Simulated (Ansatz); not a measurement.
# Si on Al(111): hop to the nearest other hollow

Aim: the minimum-energy path and barrier of the hop to the nearest other hollow. The ends are relaxed first, then joined by a nudged elastic band. The slab cell is 2×2, 4 layers thick, and the adsorbate is set down on it by hand.

All numbers below are computed with Ansatz 0.2.0 (DFT LDA, plane waves, PAW, scalar-relativistic, no spin polarisation).

**1. Starting point**

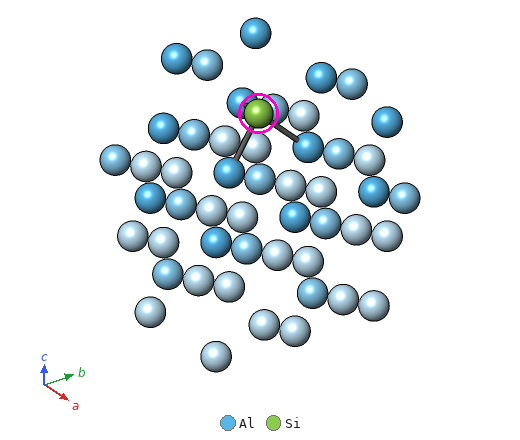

The starting structure, seen from above, slightly tilted (aluminium blue, silicon green). Each atom of the cell is drawn once, at one copy chosen for all pictures, so bonds across the cell's faces may be missing, with copies of the slab's atoms added to fill out the patch; deeper layers are paler. Ringed: Si17.

Coordinates:

```cif
data_structure
_symmetry_space_group_name_H-M 'P 1'
_symmetry_Int_Tables_number 1
_cell_length_a 5.7276
_cell_length_b 5.7276
_cell_length_c 19.0148
_cell_angle_alpha 90.000
_cell_angle_beta 90.000
_cell_angle_gamma 60.000
_cell_volume 540.21
loop_
_atom_site_label
_atom_site_type_symbol
_atom_site_fract_x
_atom_site_fract_y
_atom_site_fract_z
_atom_site_occupancy
Al1 Al 0.00000 0.00000 0.05259 1
Al2 Al 0.50000 0.00000 0.05259 1
Al3 Al 0.00000 0.50000 0.05259 1
Al4 Al 0.50000 0.50000 0.05259 1
Al5 Al 0.16667 0.16667 0.17556 1
Al6 Al 0.66667 0.16667 0.17556 1
Al7 Al 0.16667 0.66667 0.17556 1
Al8 Al 0.66667 0.66667 0.17556 1
Al9 Al 0.83333 0.33333 0.29853 1
Al10 Al 0.33333 0.33333 0.29853 1
Al11 Al 0.83333 0.83333 0.29853 1
Al12 Al 0.33333 0.83333 0.29853 1
Al13 Al 0.00000 0.00000 0.42150 1
Al14 Al 0.50000 0.00000 0.42150 1
Al15 Al 0.00000 0.50000 0.42150 1
Al16 Al 0.50000 0.50000 0.42150 1
Si1 Si 0.83931 0.32003 0.51406 1
```

**2. Relaxing end A**

input.yaml

```yaml
crystal:
  lattice:
    - [5.727565, 0.0, 0.0]
    - [2.863782, 4.960217, 0.0]
    - [0.0, 0.0, 19.014806]
  atoms:
    - { symbol: Al, position: [0.0, 0.0, 0.0525906] }
    - { symbol: Al, position: [0.5, 0.0, 0.0525906] }
    - { symbol: Al, position: [0.0, 0.5, 0.0525906] }
    - { symbol: Al, position: [0.5, 0.5, 0.0525906] }
    - { symbol: Al, position: [0.1666667, 0.1666667, 0.1755615] }
    - { symbol: Al, position: [0.6666667, 0.1666667, 0.1755615] }
    - { symbol: Al, position: [0.1666667, 0.6666667, 0.1755615] }
    - { symbol: Al, position: [0.6666667, 0.6666667, 0.1755615] }
    - { symbol: Al, position: [-0.1666667, 0.3333333, 0.2985325] }
    - { symbol: Al, position: [0.3333333, 0.3333333, 0.2985325] }
    - { symbol: Al, position: [-0.1666667, 0.8333333, 0.2985325] }
    - { symbol: Al, position: [0.3333333, 0.8333333, 0.2985325] }
    - { symbol: Al, position: [0.0, 0.0, 0.4215034] }
    - { symbol: Al, position: [0.5, 0.0, 0.4215034] }
    - { symbol: Al, position: [0.0, 0.5, 0.4215034] }
    - { symbol: Al, position: [0.5, 0.5, 0.4215034] }
    - { symbol: Si, position: [0.8393144, 0.3200325, 0.5140629] }
basis:
  ecutwfc: 420.0
kpoints:
  mp_grid: { grid: [4, 4, 1] }
hamiltonian:
  xc: lda
scf:
  occupations: { method: gaussian, width: 0.05 }
  lower_state_search: "off"
relax:
  f_tol: 0.03
  max_steps: 60
  adjacent_minimum: "off"
  constraints: [{ sites: [0, 1, 2, 3] }]
```

The run is started by

```console
ansatz run input.yaml --threads 2 --pin off --max-ram 5120MiB --backend cpu --events-out ev --progress --plain --runs-dir out
```

The log of the run:

```text
Warning: RAYON_NUM_THREADS=2 ignored (pool sized by the plan → 2); use --threads N
Engine: ansatz 0.2.0, x86_64-unknown-linux-gnu
Pseudopotentials: kind: paw
Pseudopotential: Al, paw, valence charge 3, recommended cutoff 420 eV (normal), Al.paw.azcp
Pseudopotential: Si, paw, valence charge 4, recommended cutoff 420 eV (normal), Si.paw.azcp
Functional definition: SPW92
  exchange = slater_x
  correlation = pw_c
Crystal: 17 atoms, lattice volume = 540.210 Å³
Basis set: ecut = 420 eV, 10659 PW (Γ)
Bands: 43, of which v1, the nominal top of the filled ones, is band 26 counted from 1 (25 counted from 0)
Symmetry: 1 space group operations
Space group: P1 (ITA 1), of the structure as read, at distance tolerance 8.1e-5 Å
k-points: 10 of 16 (time reversal used)
Non-local potential: Al, projectors of the file, l = 0: 2, l = 1: 2, l = 2: 1
Non-local potential: Si, projectors of the file, l = 0: 2, l = 1: 2, l = 2: 2
PAW form: soft (Blöchl's): semilocal exchange-correlation on the pseudo side does not see the compensation charge
PAW frozen core: Al, regenerated for the run's functional, and the local potential with it (the file was generated under x = pbe(κ = 0.804, μ = 0.2195149727645171), c = pbe(β = 0.06672455060314922))
PAW frozen core: Si, regenerated for the run's functional, and the local potential with it (the file was generated under x = pbe(κ = 0.804, μ = 0.2195149727645171), c = pbe(β = 0.06672455060314922))
PAW one-centre angular grid: Al, 110 points (default); XC on 64 Gauss nodes
PAW one-centre angular grid: Si, 110 points (default); XC on 64 Gauss nodes
Initial density: superposition of atomic densities (neutral atoms: chi_scale 0, normalization atom), corrected by the library's trained network
Initial wavefunctions: pseudopotential atomic-orbital guess
Functional: x = slater, c = lda
SCF iter   1: F=—  HF=-8810.274885 eV  |F-HF|=—  |Δ(HF+E_count)|=         —  Δρ=3.83e-3  dr2=1.46e0  ethr=1.77e-3  ⟨swp⟩=8.9  Hψ=2552  notcnv=0  defer=11
preconditioner: auto → LDOS  [insulator: Δε(μ)=0.075 eV  Ē_g=6.286 eV  σ=0.050 eV  W_gap=0.58  n_scr=64 (ndim 8)  ℏωp=11.5 eV  f_vac=0.342  D(μ)=4.24/eV (n_scr^D=6)  ε∞_Penn≈4.4  β→1.0]
SCF iter   2: F=—  HF=-8810.208983 eV  |F-HF|=—  |Δ(HF+E_count)|=   6.59e-2  Δρ=1.77e-3  dr2=2.16e-1  ethr=1.77e-3  ⟨swp⟩=1.3  Hψ=521  notcnv=0  defer=50
SCF iter   3: F=—  HF=-8810.193243 eV  |F-HF|=—  |Δ(HF+E_count)|=   1.57e-2  Δρ=6.73e-4  dr2=3.22e-2  ethr=4.15e-4  ⟨swp⟩=2.9  Hψ=581  notcnv=0  defer=95
SCF iter   4: F=—  HF=-8810.190661 eV  |F-HF|=—  |Δ(HF+E_count)|=   2.58e-3  Δρ=1.24e-4  dr2=5.19e-4  ethr=6.19e-5  ⟨swp⟩=1.9  Hψ=471  notcnv=0  defer=95
SCF iter   5: F=—  HF=-8810.190661 eV  |F-HF|=—  |Δ(HF+E_count)|=   2.98e-7  Δρ=4.62e-5  dr2=5.49e-5  ethr=9.98e-7  ⟨swp⟩=2.1  Hψ=659  notcnv=0  defer=95
SCF iter   6: F=-8810.190660 eV  HF=-8810.190661 eV  |F-HF|=1.46e-6  |Δ(HF+E_count)|=   2.99e-7  Δρ=1.21e-5  dr2=2.58e-6  ethr=4.33e-8  ⟨swp⟩=4.7  Hψ=1315  notcnv=0
SCF 1 converged in 6 iterations: F = -8810.190660 eV  dr2 = 2.58e-6
relax step   1: F+E_penalty+E_count = -8810.19065975 eV  Δ(F+E_penalty+E_count) = +0.000e0 eV  max|allowed force component| = 1.186e0 eV/Å  Δτ_max = 0.0000 Å  (6 SCF iters, dr2 threshold 2.25e-5 eV, accepted)
Initial density: handed on by an earlier stage of this run
Initial wavefunctions: those handed on with the density
iter 1 solved again at ethr=1.21e-3 eV; its pass at ethr=3.10e-3 eV (dr2=6.31e-1 eV) is discarded
SCF iter   1: F=—  HF=-8810.567031 eV  |F-HF|=—  |Δ(HF+E_count)|=         —  Δρ=5.13e-3  dr2=6.37e-1  ethr=1.21e-3  ⟨swp⟩=1.6  Hψ=1890  notcnv=0  defer=89
preconditioner: auto → LDOS  [metal: Δε(μ)=0.018 eV  Ē_g=6.347 eV  σ=0.050 eV  W_gap=0.20  n_scr=64 (ndim 8)  ℏωp=11.5 eV  f_vac=0.350  D(μ)=3.61/eV (n_scr^D=6)  β→1.0]
SCF iter   2: F=—  HF=-8810.529743 eV  |F-HF|=—  |Δ(HF+E_count)|=   3.73e-2  Δρ=3.09e-3  dr2=4.58e-1  ethr=1.21e-3  ⟨swp⟩=2.4  Hψ=612  notcnv=0  defer=89
SCF iter   3: F=—  HF=-8810.477550 eV  |F-HF|=—  |Δ(HF+E_count)|=   5.22e-2  Δρ=4.48e-4  dr2=7.76e-3  ethr=8.80e-4  ⟨swp⟩=1.8  Hψ=550  notcnv=0  defer=97
SCF iter   4: F=—  HF=-8810.476534 eV  |F-HF|=—  |Δ(HF+E_count)|=   1.02e-3  Δρ=1.27e-4  dr2=2.63e-4  ethr=1.49e-5  ⟨swp⟩=2.0  Hψ=632  notcnv=0  defer=97
SCF iter   5: F=-8810.476498 eV  HF=-8810.476501 eV  |F-HF|=2.31e-6  |Δ(HF+E_count)|=   3.36e-5  Δρ=3.71e-5  dr2=1.13e-5  ethr=1.69e-7  ⟨swp⟩=3.9  Hψ=1662  notcnv=0
SCF 2 converged in 5 iterations: F = -8810.476498 eV  dr2 = 1.13e-5
relax step   2: F+E_penalty+E_count = -8810.47649832 eV  Δ(F+E_penalty+E_count) = -2.858e-1 eV  max|allowed force component| = 2.403e-1 eV/Å  Δτ_max = 0.1947 Å  (5 SCF iters, dr2 threshold 8.80e-5 eV, accepted)
iter 1 solved again at ethr=1.02e-3 eV; its pass at ethr=3.10e-3 eV (dr2=5.29e-1 eV) is discarded
SCF iter   1: F=—  HF=-8810.572783 eV  |F-HF|=—  |Δ(HF+E_count)|=         —  Δρ=3.95e-3  dr2=5.33e-1  ethr=1.02e-3  ⟨swp⟩=1.2  Hψ=1856  notcnv=0  defer=78
preconditioner: auto → LDOS  [insulator: Δε(μ)=0.074 eV  Ē_g=6.410 eV  σ=0.050 eV  W_gap=0.70  n_scr=64 (ndim 8)  ℏωp=11.5 eV  f_vac=0.358  D(μ)=6.42/eV (n_scr^D=38)  ε∞_Penn≈4.2  β→1.0]
SCF iter   2: F=—  HF=-8810.570528 eV  |F-HF|=—  |Δ(HF+E_count)|=   2.26e-3  Δρ=2.72e-3  dr2=4.48e-1  ethr=1.02e-3  ⟨swp⟩=2.8  Hψ=693  notcnv=0  defer=78
SCF iter   3: F=—  HF=-8810.525018 eV  |F-HF|=—  |Δ(HF+E_count)|=   4.55e-2  Δρ=7.74e-4  dr2=3.50e-2  ethr=8.61e-4  ⟨swp⟩=2.1  Hψ=503  notcnv=0  defer=82
SCF iter   4: F=—  HF=-8810.523080 eV  |F-HF|=—  |Δ(HF+E_count)|=   1.94e-3  Δρ=2.29e-4  dr2=1.83e-3  ethr=6.73e-5  ⟨swp⟩=1.9  Hψ=517  notcnv=0  defer=89
SCF iter   5: F=—  HF=-8810.522917 eV  |F-HF|=—  |Δ(HF+E_count)|=   1.63e-4  Δρ=8.88e-5  dr2=2.70e-4  ethr=3.52e-6  ⟨swp⟩=2.0  Hψ=637  notcnv=0  defer=89
SCF iter   6: F=—  HF=-8810.522905 eV  |F-HF|=—  |Δ(HF+E_count)|=   1.21e-5  Δρ=3.03e-5  dr2=1.84e-5  ethr=5.19e-7  ⟨swp⟩=1.8  Hψ=471  notcnv=0  defer=89
SCF iter   7: F=—  HF=-8810.522904 eV  |F-HF|=—  |Δ(HF+E_count)|=   1.11e-6  Δρ=1.17e-5  dr2=7.39e-6  ethr=6.94e-9  ⟨swp⟩=5.5  Hψ=1514  notcnv=0
SCF iter   8: F=-8810.522903 eV  HF=-8810.522904 eV  |F-HF|=4.94e-7  |Δ(HF+E_count)|=   3.66e-7  Δρ=4.55e-6  dr2=6.21e-7  ethr=6.94e-9  ⟨swp⟩=4.0  Hψ=1220  notcnv=0
SCF 3 converged in 8 iterations: F = -8810.522903 eV  dr2 = 6.21e-7
relax step   3: F+E_penalty+E_count = -8810.52290323 eV  Δ(F+E_penalty+E_count) = -4.640e-2 eV  max|allowed force component| = 5.513e-2 eV/Å  Δτ_max = 0.1625 Å  (8 SCF iters, dr2 threshold 3.61e-6 eV, accepted)
SCF iter   1: F=—  HF=-8810.527839 eV  |F-HF|=—  |Δ(HF+E_count)|=         —  Δρ=6.61e-4  dr2=2.06e-2  ethr=1.73e-4  ⟨swp⟩=2.1  Hψ=915  notcnv=0  defer=89
preconditioner: auto → LDOS  [insulator: Δε(μ)=0.053 eV  Ē_g=6.415 eV  σ=0.050 eV  W_gap=0.55  n_scr=64 (ndim 8)  ℏωp=11.5 eV  f_vac=0.358  D(μ)=7.24/eV (n_scr^D=38)  ε∞_Penn≈4.2  β→1.0]
SCF iter   2: F=—  HF=-8810.526931 eV  |F-HF|=—  |Δ(HF+E_count)|=   9.08e-4  Δρ=5.15e-4  dr2=1.11e-2  ethr=3.96e-5  ⟨swp⟩=2.7  Hψ=767  notcnv=0  defer=89
SCF iter   3: F=—  HF=-8810.525681 eV  |F-HF|=—  |Δ(HF+E_count)|=   1.25e-3  Δρ=1.44e-4  dr2=1.01e-3  ethr=2.14e-5  ⟨swp⟩=2.0  Hψ=443  notcnv=0  defer=89
SCF iter   4: F=—  HF=-8810.525619 eV  |F-HF|=—  |Δ(HF+E_count)|=   6.23e-5  Δρ=4.60e-5  dr2=7.36e-5  ethr=1.94e-6  ⟨swp⟩=2.1  Hψ=460  notcnv=0  defer=89
SCF iter   5: F=—  HF=-8810.525658 eV  |F-HF|=—  |Δ(HF+E_count)|=   3.96e-5  Δρ=1.78e-5  dr2=5.10e-6  ethr=1.42e-7  ⟨swp⟩=2.3  Hψ=582  notcnv=0  defer=89
SCF iter   6: F=—  HF=-8810.525659 eV  |F-HF|=—  |Δ(HF+E_count)|=   3.45e-7  Δρ=6.53e-6  dr2=7.99e-7  ethr=9.80e-9  ⟨swp⟩=2.8  Hψ=683  notcnv=0  defer=89
SCF iter   7: F=—  HF=-8810.525659 eV  |F-HF|=—  |Δ(HF+E_count)|=   5.82e-8  Δρ=2.49e-6  dr2=2.94e-7  ethr=1.54e-9  ⟨swp⟩=2.7  Hψ=579  notcnv=0  defer=89
SCF iter   8: F=-8810.525658 eV  HF=-8810.525659 eV  |F-HF|=2.15e-8  |Δ(HF+E_count)|=   1.04e-8  Δρ=9.78e-7  dr2=2.64e-8  ethr=1.92e-10  ⟨swp⟩=3.4  Hψ=1386  notcnv=0
SCF 4 converged in 8 iterations: F = -8810.525658 eV  dr2 = 2.64e-8
relax step   4: F+E_penalty+E_count = -8810.52565850 eV  Δ(F+E_penalty+E_count) = -2.755e-3 eV  max|allowed force component| = 2.296e-2 eV/Å  Δτ_max = 0.0288 Å  (8 SCF iters, accepted)
SCF converged after 8 iterations
Free energy (F): -8810.525658 eV
Harris-Foulkes:  -8810.525659 eV  (|F-HF|=2.15e-8)
Internal energy: -8810.517188 eV  (E = F + TS)
E sigma→0 (E₀):  -8810.521423 eV
Entropy (-TS):   -0.008470 eV (-0.498 meV/atom)
Fermi energy:    1.955005 eV
--- Per-component energies (eV) ---
  E_band       = -123.009023
  E_kinetic    = 399.958562
  E_local      = -6381.898450  (includes V_loc(G=0)·N_el)
  E_nonlocal   = 205.973098
  E_hartree    = 3114.216973
  E_xc         = -678.950680
  E_vxc        = -508.782861  (∫ρ·V_xc dr)
  E_paw        = -7578.269915  (= ΣΔE_a)
  E_vpaw       = -66.690926  (= ΣTr[D̂ρ^β])
  E_aug_tail   = -0.000056  (compensation charges beyond the density's cutoff)
  E_ewald      = 2107.477484
  E_core_change = 0.975795  (= ΣΔE_core)
  E_smearing   = -0.008470  (= −TS)
  E_closure    = 0.000000  (closes the sum)
  Σ components = -8810.525658   (vs F -8810.525658, Δ=0.00e0)
--- Forces (eV/Å), atoms counted from 1 ---
  atom   1  Al    -0.00032907     0.03956358    -0.02228705
  atom   2  Al     0.00012404     0.00150965     0.05422167
  atom   3  Al    -0.02995464    -0.02198271    -0.01932132
  atom   4  Al     0.02996879    -0.02237046    -0.01955186
  atom   5  Al     0.00126571     0.00189981     0.00054813
  atom   6  Al    -0.00133233     0.00170284     0.00041967
  atom   7  Al    -0.00018460    -0.00325728    -0.00089404
  atom   8  Al     0.00013664    -0.00190290     0.00250694
  atom   9  Al    -0.00006808    -0.00174924    -0.00803340
  atom  10  Al    -0.00000424     0.00341184    -0.00365610
  atom  11  Al    -0.00095248     0.00077883     0.00174784
  atom  12  Al     0.00126519     0.00096493     0.00214320
  atom  13  Al    -0.00072896     0.00031169     0.00117606
  atom  14  Al    -0.00031959    -0.00341329    -0.00308063
  atom  15  Al     0.00316353    -0.00888653    -0.00040824
  atom  16  Al    -0.00346666    -0.00955186    -0.00036548
  atom  17  Si     0.00141559     0.02296341     0.01455374
  max |Σ_I F_I| component: 2.81e-4 eV/Å
--- Relaxed structure (4 steps of the walk, 4 accepted, 0 SCFs on fresh bases) ---
  F+E_penalty+E_count = -8810.52565850 eV   max|allowed force component| = 2.296e-2 eV/Å
  atoms:
    - { symbol: Al, position: [0.0, 0.0, 0.05259059999999999] }
    - { symbol: Al, position: [0.49999999999999994, 0.0, 0.05259059999999999] }
    - { symbol: Al, position: [0.0, 0.49999999999999994, 0.05259059999999999] }
    - { symbol: Al, position: [0.5, 0.49999999999999994, 0.05259059999999999] }
    - { symbol: Al, position: [0.1623605804852878, 0.1684692161657484, 0.17153180623145506] }
    - { symbol: Al, position: [0.6691330554653584, 0.16847844002418644, 0.17153810541671544] }
    - { symbol: Al, position: [0.16678068088802522, 0.6664130667466623, 0.17287451949380228] }
    - { symbol: Al, position: [0.6689938375493814, 0.6619661633144245, 0.17144077493873658] }
    - { symbol: Al, position: [-0.16647781338514936, 0.33290306001686504, 0.28962057637185157] }
    - { symbol: Al, position: [0.3355999724980297, 0.328703527573322, 0.28803636100296515] }
    - { symbol: Al, position: [-0.17028767520480895, 0.8344305465617136, 0.28783834568770966] }
    - { symbol: Al, position: [0.33577161131452227, 0.8344411969354285, 0.2878237595696389] }
    - { symbol: Al, position: [0.013019806059740357, -0.026029857882852163, 0.4063732463049206] }
    - { symbol: Al, position: [0.4998775116138733, 0.00030772665998144105, 0.40715959138567803] }
    - { symbol: Al, position: [0.011593089873088602, 0.5116135112923913, 0.4069760296433877] }
    - { symbol: Al, position: [0.47657882652866657, 0.5117255467001499, 0.40693483519551776] }
    - { symbol: Si, position: [0.8353369858651385, 0.32880504883978934, 0.4940060499968905] }
```

Run time: 14 s. Hardware: 2 threads of Intel Xeon 6975P-C (Granite Rapids), shared host; peak memory 0.7 GiB.

Relaxation path:

```tsv
step	energy from step 1 (eV/cell)	largest force component (eV/Å)
1	0.0000	1.1865
2	-0.2858	0.2403
3	-0.3322	0.0551
4	-0.3350	0.0230
```

Step 1 is the start. 4 atoms are held fixed.

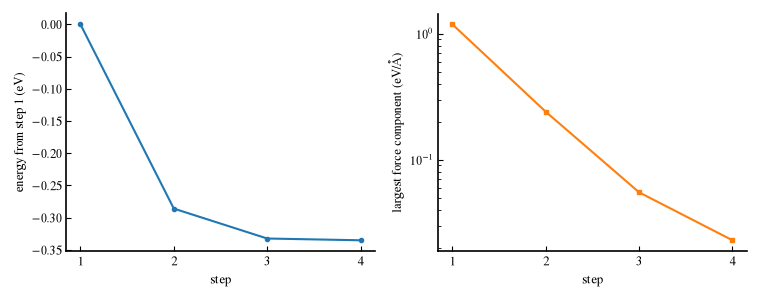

Energy and largest force along the relaxation.

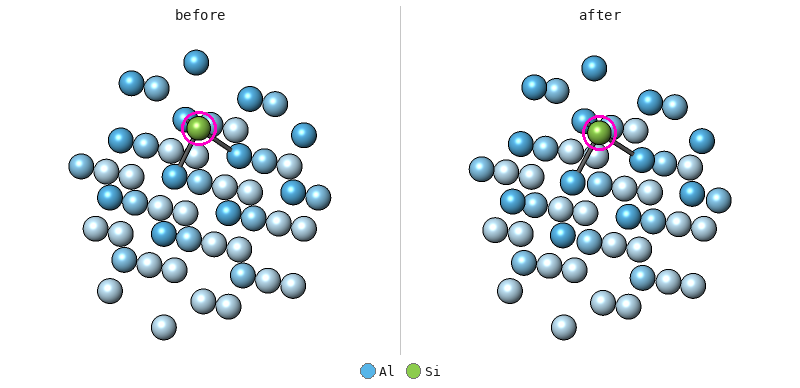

Before and after, at one scale. Each atom of the cell is drawn once, at one copy chosen for all pictures, so bonds across the cell's faces may be missing, with copies of the slab's atoms added to fill out the patch; deeper layers are paler.

Largest move: Si17, 0.38 Å.

**3. Relaxing end B**

The second end starts from a geometry with the move made by hand.

input.yaml

```yaml
crystal:
  lattice:
    - [5.727565, 0.0, 0.0]
    - [2.863782, 4.960217, 0.0]
    - [0.0, 0.0, 19.014806]
  atoms:
    - { symbol: Al, position: [0.0, 0.0, 0.0525906] }
    - { symbol: Al, position: [0.49999999, 0.0, 0.0525906] }
    - { symbol: Al, position: [5.0e-08, 0.49999997, 0.0525906] }
    - { symbol: Al, position: [0.50000005, 0.49999997, 0.0525906] }
    - { symbol: Al, position: [0.16666668, 0.16666666, 0.17556154] }
    - { symbol: Al, position: [0.66666668, 0.16666666, 0.17556154] }
    - { symbol: Al, position: [0.16666674, 0.66666663, 0.17556154] }
    - { symbol: Al, position: [0.66666673, 0.66666663, 0.17556154] }
    - { symbol: Al, position: [-0.16666663, 0.33333332, 0.29853248] }
    - { symbol: Al, position: [0.33333337, 0.33333332, 0.29853248] }
    - { symbol: Al, position: [-0.16666657, 0.83333329, 0.29853248] }
    - { symbol: Al, position: [0.33333342, 0.83333329, 0.29853248] }
    - { symbol: Al, position: [0.0, 0.0, 0.42150342] }
    - { symbol: Al, position: [0.49999999, 0.0, 0.42150342] }
    - { symbol: Al, position: [5.0e-08, 0.49999997, 0.42150342] }
    - { symbol: Al, position: [0.50000005, 0.49999997, 0.42150342] }
    - { symbol: Si, position: [0.66666673, 0.66666663, 0.51090744] }
basis:
  ecutwfc: 420.0
kpoints:
  mp_grid: { grid: [4, 4, 1] }
hamiltonian:
  xc: lda
scf:
  occupations: { method: gaussian, width: 0.05 }
  lower_state_search: "off"
relax:
  f_tol: 0.03
  max_steps: 60
  adjacent_minimum: "off"
  constraints: [{ sites: [0, 1, 2, 3] }]
```

The run is started by

```console
ansatz run input.yaml --threads 2 --pin off --max-ram 5120MiB --backend cpu --events-out ev --progress --plain --runs-dir out
```

The log of the run (excerpt; [...] marks lines left out):

```text
Warning: RAYON_NUM_THREADS=2 ignored (pool sized by the plan → 2); use --threads N
[...]
Pseudopotentials: kind: paw
Pseudopotential: Al, paw, valence charge 3, recommended cutoff 420 eV (normal), Al.paw.azcp
Pseudopotential: Si, paw, valence charge 4, recommended cutoff 420 eV (normal), Si.paw.azcp
Functional definition: SPW92
[...]
Crystal: 17 atoms, lattice volume = 540.210 Å³
Basis set: ecut = 420 eV, 10659 PW (Γ)
Bands: 43, of which v1, the nominal top of the filled ones, is band 26 counted from 1 (25 counted from 0)
Symmetry: 6 space group operations
Space group: P3m1 (ITA 156), of the structure as read, at distance tolerance 8.1e-5 Å
k-points: 4 of 16 (time reversal used)
[...]
SCF iter   1: F=—  HF=-8810.218325 eV  |F-HF|=—  |Δ(HF+E_count)|=         —  Δρ=4.45e-3  dr2=3.11e0  ethr=1.77e-3  ⟨swp⟩=9.5  Hψ=1018  notcnv=0  defer=6
[...]
relax step   1: F+E_penalty+E_count = -8810.08402122 eV  Δ(F+E_penalty+E_count) = +0.000e0 eV  max|allowed force component| = 1.041e0 eV/Å  Δτ_max = 0.0000 Å  (6 SCF iters, dr2 threshold 2.25e-5 eV, accepted)
[...]
relax step   3: F+E_penalty+E_count = -8810.39430075 eV  Δ(F+E_penalty+E_count) = -3.664e-2 eV  max|allowed force component| = 8.878e-2 eV/Å  Δτ_max = 0.1383 Å  (7 SCF iters, dr2 threshold 1.67e-6 eV, accepted)
[...]
relax step   4: F+E_penalty+E_count = -8810.40071346 eV  Δ(F+E_penalty+E_count) = -6.413e-3 eV  max|allowed force component| = 3.604e-2 eV/Å  Δτ_max = 0.0162 Å  (7 SCF iters, accepted)
```

[end of part 1 of 2]
